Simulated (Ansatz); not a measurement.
# SO3: a spread of methods and bases

Aim: run SO3 under a spread of inputs, and see what each costs and gives.

The runs use Ansatz 0.2.0, Gaussian basis; the settings change from run to run.

## Step 1: The relaxed structure

An earlier PBE0-D4 in a triple-zeta def2 set relaxation fixed the geometry.

SMILES `O=S(=O)=O`, 4 atoms, charge 0, spin multiplicity 1.

Atoms are counted from 1 here; the program's logs count them from 0.

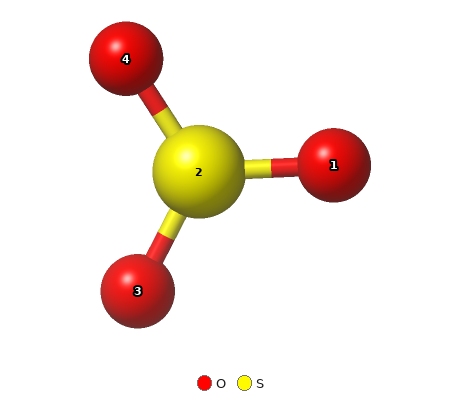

The geometry (oxygen red, sulfur yellow); atoms are numbered from 1 in the order of the file.

## Step 2: PBE-QIDH/6-31++G**

This run has coordinates scaled by 0.96.

in.yaml reads:

```yaml
crystal:
  periodic: [false, false, false]
  atoms:
    - {symbol: O, position_ang: [-1.076742, -0.657262, 0.515248]}
    - {symbol: S, position_ang: [-0.000001, 0.000013, 0.000011]}
    - {symbol: O, position_ang: [1.256620, -0.314591, 0.422827]}
    - {symbol: O, position_ang: [-0.179877, 0.971840, -0.938095]}
basis:
  gaussian: {orbitals: "6-31++G**"}
hamiltonian: {xc: {name: PBE-QIDH}}
output: {forces: true}
```

Run with:

```sh
$ ansatz run in.yaml --threads 4 --pin off --events-out ev --progress --plain --max-ram 10444MiB
```

Log:

```text
Functional definition: PBE-QIDH
  name "PBE-QIDH"
  cite "Brémond, Sancho-García, Pérez-Jiménez & Adamo, J. Chem. Phys. 141, 031101 (2014) doi:10.1063/1.4890314"
  cite "Perdew, Burke & Ernzerhof, Phys. Rev. Lett. 77, 3865 (1996) doi:10.1103/PhysRevLett.77.3865"
  parameter a = 3^(-1/3)
  parameter c = 1/3
  exchange = (1 - a)*pbe_x + a*exact_x
  correlation = (1 - c)*pbe_c + c*(mp2_os + mp2_ss)
690 factors; integrals over basis functions are off by at most 9.3e-4 eV
mean field evaluation 1: about -16943.7989 eV, gradient 6.0e1 eV
mean field evaluation 2: about -16944.3969 eV, gradient 6.2e1 eV
mean field evaluation 4: about -16950.4579 eV, gradient 1.6e0 eV
mean field evaluation 8: about -16950.5170 eV, gradient 6.8e-2 eV
mean field evaluation 16: about -16950.5170 eV, gradient 7.0e-6 eV
mean field -16950.51704244 eV, -622.9200118366 hartree, gradient 9.8e-7 eV, S^2 0.000000; 0 other end points of the search recorded, 0 dependent functions left out
8 core orbitals not correlated: weight in the atoms' cores, before any rotation towards them, 1.000 or more for the frozen orbitals, at most 0.000 for the correlated occupied ones
reference -16950.51706262 eV, -622.9200125780 hartree; 12, 12 occupied and 60, 60 virtual orbitals, 690 factors
second order -20.87476020 eV of doubles, -0.00000000 eV of singles
the calculation of the forces begins
Total energy: -16957.47531602 eV, -623.1757236740 hartree
Atom 0 at    -1.076742    -0.657262     0.515248 Å, force    -5.375976    -3.281565     2.572665 eV/Å
Atom 1 at    -0.000001     0.000013     0.000011 Å, force     0.000036    -0.000147    -0.000142 eV/Å
Atom 2 at     1.256620    -0.314591     0.422827 Å, force     6.273995    -1.570610     2.111158 eV/Å
Atom 3 at    -0.179877     0.971840    -0.938095 Å, force    -0.898055     4.852321    -4.683681 eV/Å
Dipole moment:    -0.000001     0.000017     0.000019 e Å
```

Run time: 1.9 s. Hardware: 4 threads of AMD EPYC 7R43, shared host.

Largest force 6.804 eV/Å, dipole 0.00 D.

## Step 3: LC-wPBE/pcseg-2

Set apart from the defaults: charge +1, multiplicity 2, restricted open-shell orbitals.

in.yaml reads:

```yaml
crystal:
  periodic: [false, false, false]
  atoms:
    - {symbol: O, position_ang: [-1.121606, -0.684648, 0.536716]}
    - {symbol: S, position_ang: [-0.000001, 0.000013, 0.000012]}
    - {symbol: O, position_ang: [1.308979, -0.327699, 0.440445]}
    - {symbol: O, position_ang: [-0.187372, 1.012333, -0.977182]}
basis:
  gaussian: {orbitals: pcseg-2}
total_charge: 1
magnetization: {spin_polarized: false, initial_magnetization: 1}
hamiltonian: {xc: {name: LC-wPBE}}
output: {forces: true}
```

Same command.

Log, shortened:

```text
Functional definition: LC-wPBE
  name "LC-wPBE"
  cite "Vydrov & Scuseria, J. Chem. Phys. 125, 234109 (2006) doi:10.1063/1.2409292"
  cite "Heyd & Scuseria, J. Chem. Phys. 120, 7274 (2004) doi:10.1063/1.1668634"
  cite "Ernzerhof & Perdew, J. Chem. Phys. 109, 3313 (1998) doi:10.1063/1.476928"
  cite "Perdew, Burke & Ernzerhof, Phys. Rev. Lett. 77, 3865 (1996) doi:10.1103/PhysRevLett.77.3865"
  parent pbe
[...]
712 factors; their error is unknown
167 factors; integrals over basis functions are off by at most 3.1e-5 eV
[...]
mean field -16957.98930480 eV, -623.1946124134 hartree, gradient 2.9e-5 eV, S^2 0.750000; 6 other end points of the search recorded, 0 dependent functions left out
[...]
reference -16957.98930480 eV, -623.1946124135 hartree; 20, 19 occupied and 104, 105 virtual orbitals, 712 factors
Total energy: -16957.98930480 eV, -623.1946124135 hartree
Atom 0 at    -1.121606    -0.684648     0.536716 Å, force     0.523405     0.319423    -0.250213 eV/Å
Atom 1 at    -0.000001     0.000013     0.000012 Å, force    -0.000668    -0.000099    -0.000524 eV/Å
Atom 2 at     1.308979    -0.327699     0.440445 Å, force    -0.610330     0.152879    -0.205270 eV/Å
Atom 3 at    -0.187372     1.012333    -0.977182 Å, force     0.087593    -0.472203     0.456007 eV/Å
Dipole moment:    -0.000002     0.000015     0.000016 e Å
```

It took 3.2 s on 4 threads of AMD EPYC 7R43, shared host.

Largest force 0.662 eV/Å.

## Step 4: BLYP/ANO-RCC-VTZP

This run has atoms shaken by 0.08 Å, finite nuclei, high accuracy, the search for lower states set to full.

in.yaml reads:

```yaml
crystal:
  periodic: [false, false, false]
  atoms:
    - {symbol: O, position_ang: [-1.067888, -0.681775, 0.549074]}
    - {symbol: S, position_ang: [-0.099941, 0.185668, 0.003093]}
    - {symbol: O, position_ang: [1.145388, -0.355145, 0.448866]}
    - {symbol: O, position_ang: [-0.163107, 1.006005, -0.997393]}
basis:
  gaussian: {orbitals: ANO-RCC-VTZP, nuclear_model: gaussian}
hamiltonian: {xc: {name: BLYP}}
accuracy: high
scf: {lower_state_search: full}
```

Same command.

Log, shortened:

```text
Functional definition: BLYP
  name "BLYP"
  cite "Becke, Phys. Rev. A 38, 3098 (1988) doi:10.1103/PhysRevA.38.3098"
  cite "Lee, Yang & Parr, Phys. Rev. B 37, 785 (1988) doi:10.1103/PhysRevB.37.785"
[...]
2315 factors; integrals over basis functions are off by at most 3.8e-9 eV
[...]
mean field -17010.43209037 eV, -625.1218492361 hartree, gradient 9.8e-8 eV, S^2 0.000000; 0 other end points of the search recorded, 0 dependent functions left out
reference -17010.43213549 eV, -625.1218508941 hartree; 20, 20 occupied and 104, 104 virtual orbitals, 2315 factors
Total energy: -17010.43213549 eV, -625.1218508941 hartree
Relativity: scalar
```

Run time: 17 s. Hardware: 4 threads of AMD EPYC 7R43, shared host; peak memory 0.4 GiB.

## Step 5: wB97X/pcseg-2

This run has charge -1, multiplicity 2, density fitting with def2-universal-jkfit, the search for lower states set to light.

in.yaml reads:

```yaml
crystal:
  periodic: [false, false, false]
  atoms:
    - {symbol: O, position_ang: [-1.121606, -0.684648, 0.536716]}
    - {symbol: S, position_ang: [-0.000001, 0.000013, 0.000012]}
    - {symbol: O, position_ang: [1.308979, -0.327699, 0.440445]}
    - {symbol: O, position_ang: [-0.187372, 1.012333, -0.977182]}
basis:
  gaussian: {orbitals: pcseg-2, fitting: {mean_field: def2-universal-jkfit}}
total_charge: -1
magnetization: {spin_polarized: true, initial_magnetization: 1}
hamiltonian: {xc: {name: wB97X}}
scf: {lower_state_search: light}
output: {forces: true}
```

The command is unchanged.

Log, shortened:

```text
Functional definition: wB97X
  name "wB97X"
  cite "Chai & Head-Gordon, J. Chem. Phys. 128, 084106 (2008) doi:10.1063/1.2834918"
  cite "Becke, J. Chem. Phys. 107, 8554 (1997) doi:10.1063/1.475007"
[...]
  # The coefficients of nought are those of the uniform gas.
[...]
      + exact_x_lr(omega)
[...]
      + integral(e_c_pw_opposite_spin*poly(b97_u_opposite, 1, cos1, cos2, cos3, cos4))
359 factors; integrals over basis functions are off by at most 8.3e-1 eV
359 factors; integrals over basis functions are off by at most 4.2e-7 eV
[...]
mean field -16976.24459411 eV, -623.8654819216 hartree, gradient 8.0e-7 eV, S^2 0.755245; 2 other end points of the search recorded, 0 dependent functions left out
[...]
reference -16976.24457640 eV, -623.8654812710 hartree; 21, 20 occupied and 103, 104 virtual orbitals, 359 factors
Total energy: -16976.24457640 eV, -623.8654812710 hartree
Atom 0 at    -1.121606    -0.684648     0.536716 Å, force    -4.194567    -2.564318     2.003496 eV/Å
Atom 1 at    -0.000001     0.000013     0.000012 Å, force    -0.001239     0.011083     0.011659 eV/Å
Atom 2 at     1.308979    -0.327699     0.440445 Å, force     4.896242    -1.229334     1.643489 eV/Å
Atom 3 at    -0.187372     1.012333    -0.977182 Å, force    -0.700436     3.782570    -3.658643 eV/Å
Dipole moment:     0.000016    -0.000136    -0.000143 e Å
```

Run time: 8 s. Hardware: 4 threads of AMD EPYC 7R43, shared host; peak memory 0.32 GiB.

Largest force 5.309 eV/Å, ⟨S²⟩ 0.755.

## Step 6: revPBE0/def2-mTZVPP

Set apart from the defaults: density fitting with def2-universal-jkfit, D3(BJ) dispersion.

in.yaml reads:

```yaml
crystal:
  periodic: [false, false, false]
  atoms:
    - {symbol: O, position_ang: [-1.121606, -0.684648, 0.536716]}
    - {symbol: S, position_ang: [-0.000001, 0.000013, 0.000012]}
    - {symbol: O, position_ang: [1.308979, -0.327699, 0.440445]}
    - {symbol: O, position_ang: [-0.187372, 1.012333, -0.977182]}
basis:
  gaussian: {orbitals: def2-mTZVPP, fitting: {mean_field: def2-universal-jkfit}}
hamiltonian: {xc: {name: revPBE0}, dispersion: d3bj}
output: {forces: true}
```

Same command.

Log, shortened:

```text
Functional definition: revPBE0
  name "revPBE0"
  cite "Zhang & Yang, Phys. Rev. Lett. 80, 890 (1998) doi:10.1103/PhysRevLett.80.890"
  cite "Adamo & Barone, J. Chem. Phys. 110, 6158 (1999) doi:10.1063/1.478522"
  cite "Perdew, Burke & Ernzerhof, Phys. Rev. Lett. 77, 3865 (1996) doi:10.1103/PhysRevLett.77.3865"
[...]
359 factors; integrals over basis functions are off by at most 8.8e-1 eV
[...]
mean field -16971.43915035 eV, -623.6888851209 hartree, gradient 2.2e-5 eV, S^2 0.000000; 0 other end points of the search recorded, 0 dependent functions left out
[...]
reference -16971.43916890 eV, -623.6888858025 hartree; 20, 20 occupied and 79, 79 virtual orbitals, 359 factors
Total energy: -16971.59166299 eV, -623.6944898569 hartree
Atom 0 at    -1.121606    -0.684648     0.536716 Å, force    -1.574125    -0.960836     0.753410 eV/Å
Atom 1 at    -0.000001     0.000013     0.000012 Å, force    -0.000232    -0.000193    -0.000359 eV/Å
Atom 2 at     1.308979    -0.327699     0.440445 Å, force     1.837276    -0.459867     0.618310 eV/Å
Atom 3 at    -0.187372     1.012333    -0.977182 Å, force    -0.262919     1.420895    -1.371362 eV/Å
Dipole moment:     0.000000     0.000014     0.000016 e Å
```

Wall time 0.6 s (4 threads of AMD EPYC 7R43, shared host).

Largest force 1.992 eV/Å, dipole 0.00 D.

## Step 7: LC-wPBE/cc-pCVTZ

Options: high accuracy.

in.yaml: that of step 6 with these lines changed.

```diff
@@ -8,4 +8,4 @@
 basis:
-  gaussian: {orbitals: def2-mTZVPP, fitting: {mean_field: def2-universal-jkfit}}
-hamiltonian: {xc: {name: revPBE0}, dispersion: d3bj}
-output: {forces: true}
+  gaussian: {orbitals: cc-pCVTZ}
+hamiltonian: {xc: {name: LC-wPBE}}
+accuracy: high
```

The command is unchanged.

Log, shortened:

```text
Functional definition: LC-wPBE
  name "LC-wPBE"
  cite "Vydrov & Scuseria, J. Chem. Phys. 125, 234109 (2006) doi:10.1063/1.2409292"
  cite "Heyd & Scuseria, J. Chem. Phys. 120, 7274 (2004) doi:10.1063/1.1668634"
  cite "Ernzerhof & Perdew, J. Chem. Phys. 109, 3313 (1998) doi:10.1063/1.476928"
  cite "Perdew, Burke & Ernzerhof, Phys. Rev. Lett. 77, 3865 (1996) doi:10.1103/PhysRevLett.77.3865"
  parent pbe
[...]
2745 factors; integrals over basis functions are off by at most 2.5e-8 eV
399 factors; integrals over basis functions are off by at most 2.3e-9 eV
[...]
mean field -16971.49808194 eV, -623.6910508167 hartree, gradient 4.5e-8 eV, S^2 0.000000; 0 other end points of the search recorded, 0 dependent functions left out
reference -16971.49808194 eV, -623.6910508167 hartree; 20, 20 occupied and 168, 168 virtual orbitals, 2745 factors
Total energy: -16971.49808194 eV, -623.6910508167 hartree
```

Run time: 4.1 s. Hardware: 4 threads of AMD EPYC 7R43, shared host; peak memory 0.72 GiB.

## Step 8: r2SCAN50/aug-cc-pVTZ

Set apart from the defaults: charge +1, multiplicity 2, D3(BJ) with three-body dispersion, high accuracy.

in.yaml: that of step 7 with these lines changed.

```diff
@@ -8,4 +8,6 @@
 basis:
-  gaussian: {orbitals: cc-pCVTZ}
-hamiltonian: {xc: {name: LC-wPBE}}
+  gaussian: {orbitals: aug-cc-pVTZ}
+total_charge: 1
+magnetization: {spin_polarized: true, initial_magnetization: 1}
+hamiltonian: {xc: {name: r2SCAN50}, dispersion: d3bjatm}
 accuracy: high
```

Same command.

Log, shortened:

```text
Functional definition: r2SCAN50
  name "r2SCAN50"
  cite "Bursch, Neugebauer, Ehlert & Grimme, J. Chem. Phys. 156, 134105 (2022) doi:10.1063/5.0086040"
  cite "Furness, Kaplan, Ning, Perdew & Sun, J. Phys. Chem. Lett. 11, 8208 (2020) doi:10.1021/acs.jpclett.0c02405"
  cite "Furness, Kaplan, Ning, Perdew & Sun, J. Phys. Chem. Lett. 11, 9248 (2020) doi:10.1021/acs.jpclett.0c03077"
  parent r2scan
[...]
2850 factors; integrals over basis functions are off by at most 3.3e-9 eV
[...]
mean field -16958.13302824 eV, -623.1998941524 hartree, gradient 7.3e-8 eV, S^2 0.788505; 6 other end points of the search recorded, 0 dependent functions left out
reference -16958.13303057 eV, -623.1998942381 hartree; 20, 19 occupied and 168, 169 virtual orbitals, 2850 factors
Total energy: -16958.15409766 eV, -623.2006684394 hartree
```

It took 37 s on 4 threads of AMD EPYC 7R43, shared host; peak memory 1.2 GiB.

⟨S²⟩ 0.789.

## Step 9: r2SCANh/def2-SVPD

in.yaml: that of step 8 with these lines changed.

```diff
@@ -8,6 +8,3 @@
 basis:
-  gaussian: {orbitals: aug-cc-pVTZ}
-total_charge: 1
-magnetization: {spin_polarized: true, initial_magnetization: 1}
-hamiltonian: {xc: {name: r2SCAN50}, dispersion: d3bjatm}
-accuracy: high
+  gaussian: {orbitals: def2-SVPD}
+hamiltonian: {xc: {name: r2SCANh}}
```

Launched as before.

Log, shortened:

```text
Functional definition: r2SCANh
  name "r2SCANh"
  cite "Bursch, Neugebauer, Ehlert & Grimme, J. Chem. Phys. 156, 134105 (2022) doi:10.1063/5.0086040"
  cite "Furness, Kaplan, Ning, Perdew & Sun, J. Phys. Chem. Lett. 11, 8208 (2020) doi:10.1021/acs.jpclett.0c02405"
  cite "Furness, Kaplan, Ning, Perdew & Sun, J. Phys. Chem. Lett. 11, 9248 (2020) doi:10.1021/acs.jpclett.0c03077"
  parent r2scan
[...]
825 factors; their error is unknown
[...]
mean field -16961.97862578 eV, -623.3412172552 hartree, gradient 3.6e-5 eV, S^2 0.000000; 0 other end points of the search recorded, 0 dependent functions left out
reference -16961.97864116 eV, -623.3412178207 hartree; 20, 20 occupied and 76, 76 virtual orbitals, 825 factors
Total energy: -16961.97864116 eV, -623.3412178207 hartree
```

It took 1.4 s on 4 threads of AMD EPYC 7R43, shared host.

## Step 10: LC-wPBE/STO-3G

This run has multiplicity 3, restricted open-shell orbitals, coordinates scaled by 0.92, the search for lower states set to off.

in.yaml reads:

```yaml
crystal:
  periodic: [false, false, false]
  atoms:
    - {symbol: O, position_ang: [-1.031877, -0.629876, 0.493779]}
    - {symbol: S, position_ang: [-0.000001, 0.000012, 0.000011]}
    - {symbol: O, position_ang: [1.204261, -0.301483, 0.405209]}
    - {symbol: O, position_ang: [-0.172382, 0.931347, -0.899007]}
basis:
  gaussian: {orbitals: STO-3G}
magnetization: {spin_polarized: false, initial_magnetization: 2}
hamiltonian: {xc: {name: LC-wPBE}}
scf: {lower_state_search: off}
output: {forces: true}
```

The command is unchanged.

Log, shortened:

```text
Functional definition: LC-wPBE
  name "LC-wPBE"
  cite "Vydrov & Scuseria, J. Chem. Phys. 125, 234109 (2006) doi:10.1063/1.2409292"
  cite "Heyd & Scuseria, J. Chem. Phys. 120, 7274 (2004) doi:10.1063/1.1668634"
  cite "Ernzerhof & Perdew, J. Chem. Phys. 109, 3313 (1998) doi:10.1063/1.476928"
  cite "Perdew, Burke & Ernzerhof, Phys. Rev. Lett. 77, 3865 (1996) doi:10.1103/PhysRevLett.77.3865"
  parent pbe
[...]
323 factors; integrals over basis functions are off by at most 1.5e-5 eV
111 factors; integrals over basis functions are off by at most 8.2e-7 eV
[...]
mean field -16739.89123728 eV, -615.1796562641 hartree, gradient 6.5e-6 eV, S^2 2.000000; 0 other end points of the search recorded, 0 dependent functions left out
[...]
reference -16739.89123728 eV, -615.1796562641 hartree; 21, 19 occupied and 3, 5 virtual orbitals, 323 factors
Total energy: -16739.89123728 eV, -615.1796562641 hartree
Atom 0 at    -1.031877    -0.629876     0.493779 Å, force   -25.639390   -15.623780    12.242199 eV/Å
Atom 1 at    -0.000001     0.000012     0.000011 Å, force     0.187766    -0.044658     0.065813 eV/Å
Atom 2 at     1.204261    -0.301483     0.405209 Å, force    29.761619    -7.451422    10.013464 eV/Å
Atom 3 at    -0.172382     0.931347    -0.899007 Å, force    -4.309995    23.119860   -22.321475 eV/Å
Dipole moment:    -0.009824     0.002340    -0.003440 e Å
Checks for a lower state left out: stability, starts, cluster_reference, orbital_swaps, neighbouring_geometries, increment
```

Run time: 0.85 s. Hardware: 4 threads of AMD EPYC 7R43, shared host.

Largest force 32.425 eV/Å, dipole 0.05 D.

## Step 11: The runs in one table

| level | charge | multiplicity | geometry | functions | energy (eV) | time |
| --- | --- | --- | --- | --- | --- | --- |
| PBE-QIDH/6-31++G** | 0 | 1 | scaled | 80 | -16957.475 | 1.9 s |
| LC-wPBE/pcseg-2 | 1 | 2 | relaxed | 124 | -16957.989 | 3.2 s |
| BLYP/ANO-RCC-VTZP | 0 | 1 | shaken | 124 | -17010.432 | 17 s |
| wB97X/pcseg-2 | -1 | 2 | relaxed | 124 | -16976.245 | 8 s |
| revPBE0/def2-mTZVPP | 0 | 1 | relaxed | 99 | -16971.592 | 0.6 s |
| LC-wPBE/cc-pCVTZ | 0 | 1 | relaxed | 188 | -16971.498 | 4.1 s |
| r2SCAN50/aug-cc-pVTZ | 1 | 2 | relaxed | 188 | -16958.154 | 37 s |
| r2SCANh/def2-SVPD | 0 | 1 | relaxed | 96 | -16961.979 | 1.4 s |
| LC-wPBE/STO-3G | 0 | 3 | scaled | 24 | -16739.891 | 0.85 s |

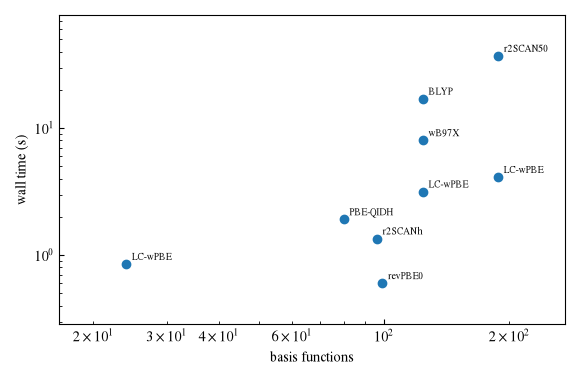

Wall time against the number of basis functions (shared host).

## Step 12: Results

| quantity | value |
| --- | --- |
| runs | 9 |
| quickest | revPBE0/def2-mTZVPP, 0.6 s |
| slowest | r2SCAN50/aug-cc-pVTZ, 37 s |
| spread of total energies, same state and geometry | 9.6 eV |

**Reading.** Run time spans a factor of 62, from revPBE0/def2-mTZVPP to r2SCAN50/aug-cc-pVTZ. The jobs differ in tasks and options as well as level. The totals spread over 10 eV; they can't be compared across methods or bases. At the PBE0-D4/def2-TZVP geometry and in the same state, runs without warnings or point charges leave forces up to 1.99 eV/Å (revPBE0/def2-mTZVPP), against 6.8 eV/Å where the atoms were moved.
